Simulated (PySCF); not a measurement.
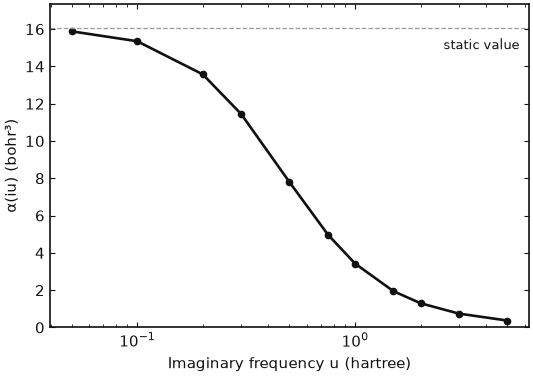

Dipole polarisability at imaginary frequency of an atom or ion with 32 electrons in the configuration [Ar] 3d¹⁰ 4s 4p³. Coupled response at the PBEsol level; PySCF, def2-QZVPPD, non-relativistic, unrestricted single determinants, no spin-orbit coupling.

Which species is it, and what does the curve give?

As⁺ (arsenic, Z = 33). The static dipole polarisability is 16.1 bohr³; α(iu) falls to half of it near u = 0.48 hartree. The Casimir–Polder integral gives C₆ = 96.4 hartree bohr⁶ for two such species.
